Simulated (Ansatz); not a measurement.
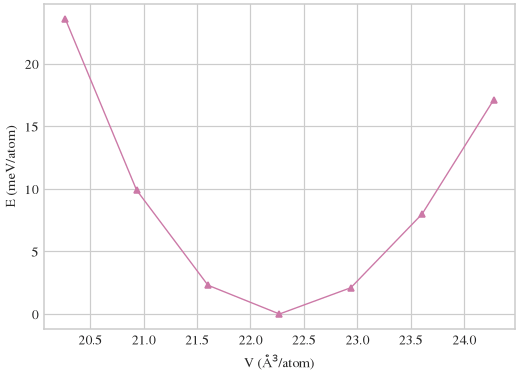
LiPb (CsCl type, space group No. 221) under volume change, the program Ansatz at the r²SCAN level (PAW), scaled uniformly.

### Question
What does a third-order Birch–Murnaghan fit give for V₀, B₀ and B′?

### Answer
V₀ = 22.27 Å³/atom, B₀ = 35.4 GPa, B′ = 4.3.

Space group Pm-3m (CsCl type). The workflow started from an entry of the Crystallography Open Database (COD), which files this formula under 2 space groups. Its standing as an ambient phase is unchecked. The r²SCAN relaxation kept the symmetry of its start; its stability against distortions is not shown here. Scalar-relativistic: spin–orbit coupling is off unless named, which matters more the heavier the elements.

Potentials: the later of the program's two PAW sets.
